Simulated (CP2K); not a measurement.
# GeBrCl2 (SMILES [Cl][Ge]([Cl])[Br]): GFN1-xTB

What is the vertical electron affinity of GeBrCl2 at GFN1-xTB? The job is set up through an ASE script.

The calculation is run with CP2K 2026.2.

1 further run of the same task is left out (set aside as unsound or not needed).

## (1) The system as given

GeBrCl2 has 4 atoms, charge 0, and is taken as a doublet. SMILES: `[Cl][Ge]([Cl])[Br]`. Geometry: a GFN2-xTB relaxation, a rough one for these elements and not checked as a minimum.

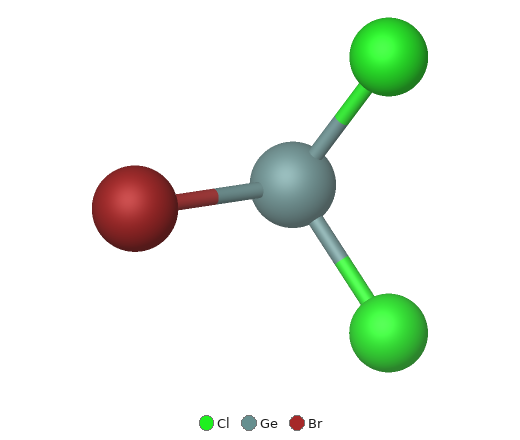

Viewed from a chosen angle; chlorine green, germanium teal, bromine red.

## (2) Energy and gradient at GFN1-xTB

File cp2k_ase.py:

```python
import numpy as np
from ase import Atoms
from ase.calculators.cp2k import CP2K

atoms = Atoms(['Cl', 'Ge', 'Cl', 'Br'],
              positions=[(-0.425460, 0.214590, 1.988390),
                         (-0.424600, -0.507090, -0.074330),
                         (1.628920, -1.146530, -0.461970),
                         (-0.778870, 1.439040, -1.452100)])
atoms.set_cell([18.4, 18.6, 19.4])
atoms.center()
cp2k_input = """
&FORCE_EVAL
    METHOD QUICKSTEP
    &DFT
        CHARGE 0
        MULTIPLICITY 2
        UKS T
        &QS
            METHOD XTB
            EPS_DEFAULT 1.0E-10
            &XTB
                GFN_TYPE 1
                CHECK_ATOMIC_CHARGES F
            &END XTB
        &END QS
        # isolated system
        &POISSON
            PERIODIC NONE
            POISSON_SOLVER ANALYTIC
        &END POISSON
        # SCF settings
        &SCF
            SCF_GUESS ATOMIC
            EPS_SCF 1.0E-06
            MAX_SCF 80
            &DIAGONALIZATION
                ALGORITHM STANDARD
            &END DIAGONALIZATION
            &MIXING
                METHOD BROYDEN_MIXING
                ALPHA 0.4
                NBUFFER 8
            &END MIXING
        &END SCF
        # extra output
        &PRINT
            &MOMENTS
                PERIODIC F
                REFERENCE COM
                MAX_MOMENT 1
            &END MOMENTS
            &MO ON
                ENERGIES T
                OCCUPATION_NUMBERS T
                NDIGITS 6
                &EACH
                    QS_SCF 0
                &END EACH
                ADD_LAST NUMERIC
            &END MO
            &HIRSHFELD OFF
            &END HIRSHFELD
        &END PRINT
    &END DFT
    # atoms, cell and kinds
    &SUBSYS
    &END SUBSYS
&END FORCE_EVAL
"""
cp2k = CP2K(command="cp2k.psmp -s", label="job", inp=cp2k_input, basis_set=None, basis_set_file=None, potential_file=None, pseudo_potential=None, xc=None, cutoff=None, max_scf=None, charge=None, uks=False,
            force_eval_method=None, print_level="LOW", poisson_solver=None, stress_tensor=False)
atoms.calc = cp2k
print("E / eV:", round(atoms.get_potential_energy(), 6))
forces = atoms.get_forces()
print(np.array2string(forces, precision=5, suppress_small=True))
print("largest force / (eV/A): %.4f" % np.linalg.norm(forces, axis=1).max())
```

The run is started by

```bash
$ OMP_NUM_THREADS=1 python cp2k_ase.py
```

The log of the run:

```text
E / eV: -385.368866
[[ 0.01614 -0.16766 -0.44317]
 [ 0.30713  0.73048 -0.14895]
 [-0.44305  0.13644  0.10358]
 [ 0.11978 -0.69926  0.48854]]
largest force / (eV/A): 0.8614
```

job.out, shortened:

```text
CP2K| version string:                                       CP2K version 2026.2
[...]
 GLOBAL| Method name                                                        CP2K
[...]
 GLOBAL| Run type                                                   ENERGY_FORCE
[...]
 *** WARNING in qs_kind_types.F:2330 :: Information provided in the input ***
 *** file regarding BASIS for KIND <Cl> will be ignored!                  ***
 *** WARNING in qs_kind_types.F:2330 :: Information provided in the input ***
 *** file regarding BASIS for KIND <Ge> will be ignored!                  ***
 *** WARNING in qs_kind_types.F:2330 :: Information provided in the input ***
 *** file regarding BASIS for KIND <Br> will be ignored!                  ***
[...]
  *** SCF run converged in    80 steps ***
[...]
 TB_DIPOLE| Moment [Debye]         -1.50792769      -0.95324202      -0.73425144
 TB_DIPOLE| Derivative [a.u.]       0.00000000       0.00000000       0.00000000
[... 23 lines left out ...]
 ENERGY| Total FORCE_EVAL ( QS ) energy [hartree]            -14.162045852402589
[...]
```

Run time: 0.8 s. Hardware: 1 thread of Arm Neoverse V2, shared host.

## (3) The singlet anion at the same level

File run.py:

```python
import numpy as np
from ase import Atoms
from ase.calculators.cp2k import CP2K

atoms = Atoms(['Cl', 'Ge', 'Cl', 'Br'],
              positions=[(-0.425460, 0.214590, 1.988390),
                         (-0.424600, -0.507090, -0.074330),
                         (1.628920, -1.146530, -0.461970),
                         (-0.778870, 1.439040, -1.452100)])
atoms.set_cell([18.4, 18.6, 19.4])
atoms.center()
template = """
&FORCE_EVAL
  METHOD Quickstep
  &DFT
    CHARGE -1
    &QS
      METHOD XTB
      EPS_DEFAULT 1.0E-10
      &XTB
        GFN_TYPE 1
        CHECK_ATOMIC_CHARGES F
      &END XTB
    &END QS
    &POISSON
      PERIODIC NONE
      POISSON_SOLVER ANALYTIC
    &END POISSON
    &SCF
      SCF_GUESS ATOMIC
      EPS_SCF 1.0E-06
      MAX_SCF 150
      ADDED_MOS 2
      &DIAGONALIZATION
        ALGORITHM STANDARD
      &END DIAGONALIZATION
      &MIXING
        METHOD BROYDEN_MIXING
        ALPHA 0.4
        NBUFFER 8
      &END MIXING
    &END SCF
    &PRINT
      &MOMENTS
        PERIODIC F
        REFERENCE COM
        MAX_MOMENT 1
      &END MOMENTS
      &MO ON
        ENERGIES T
        OCCUPATION_NUMBERS T
        NDIGITS 6
        &EACH
          QS_SCF 0
        &END EACH
        ADD_LAST NUMERIC
      &END MO
      &HIRSHFELD OFF
      &END HIRSHFELD
    &END PRINT
  &END DFT
  &SUBSYS
  &END SUBSYS
&END FORCE_EVAL
"""
cp2k = CP2K(command="cp2k.psmp -s", label="run", inp=template, basis_set=None, basis_set_file=None, potential_file=None, pseudo_potential=None, xc=None, cutoff=None, max_scf=None, charge=None, uks=False,
            force_eval_method=None, print_level="LOW", poisson_solver=None, stress_tensor=False)
atoms.calc = cp2k
e = atoms.get_potential_energy()
f = atoms.get_forces()
print(f"energy = {e:.6f} eV")
print("forces (eV/angstrom):")
for s, v in zip(atoms.get_chemical_symbols(), f):
    print(f"{s:2s} {v[0]:10.5f} {v[1]:10.5f} {v[2]:10.5f}")
```

The run is started by

```bash
$ OMP_NUM_THREADS=1 python run.py
```

The log of the run:

```text
energy = -392.629264 eV
forces (eV/angstrom):
Cl    0.35946    0.68472    1.00837
Ge   -1.99505   -0.77412   -1.24319
Cl    1.26521    0.08449   -0.07277
Br    0.37038    0.00491    0.30759
```

run.out, shortened:

```text
CP2K| version string:                                       CP2K version 2026.2
[...]
 GLOBAL| Method name                                                        CP2K
[...]
 GLOBAL| Run type                                                   ENERGY_FORCE
[...]
 *** WARNING in qs_kind_types.F:2330 :: Information provided in the input ***
 *** file regarding BASIS for KIND <Cl> will be ignored!                  ***
 *** WARNING in qs_kind_types.F:2330 :: Information provided in the input ***
 *** file regarding BASIS for KIND <Ge> will be ignored!                  ***
 *** WARNING in qs_kind_types.F:2330 :: Information provided in the input ***
 *** file regarding BASIS for KIND <Br> will be ignored!                  ***
[...]
  *** SCF run converged in   104 steps ***
[...]
 TB_DIPOLE| Moment [Debye]         -3.00062859       1.06312164      -3.10512581
 TB_DIPOLE| Derivative [a.u.]       0.00000000       0.00000000       0.00000000
[... 13 lines left out ...]
 ENERGY| Total FORCE_EVAL ( QS ) energy [hartree]            -14.428860581813399
[...]
```

It took 0.76 s on 1 thread of Arm Neoverse V2, shared host.

## (4) Outcome

Level: GFN1-xTB.

```
                                                  quantity         value
                             doublet GeBrCl2: total energy  -14.16205 Eh
doublet GeBrCl2: dipole moment (from atomic charges alone)        1.93 D
       doublet GeBrCl2: HOMO energy (highest over α and β)     -10.09 eV
                        doublet GeBrCl2: dispersion energy  -5.61 kJ/mol
                               singlet anion: total energy  -14.42886 Eh
                                singlet anion: HOMO energy      -4.41 eV
                                singlet anion: LUMO energy      -0.10 eV
                              singlet anion: HOMO–LUMO gap       4.31 eV
                          singlet anion: dispersion energy  -5.61 kJ/mol
         vertical electron affinity (to the singlet anion)      7.260 eV
```

**Reading.** At fixed nuclei the extra electron is bound by 7.26 eV (701 kJ/mol). A minimal valence basis can't be trusted even for the sign of an electron affinity. No empirical shift is applied, and without it xTB methods put this difference several eV too high. The dipole (doublet GeBrCl2) comes from point charges on the atoms alone, without atomic dipoles, so it is partial.
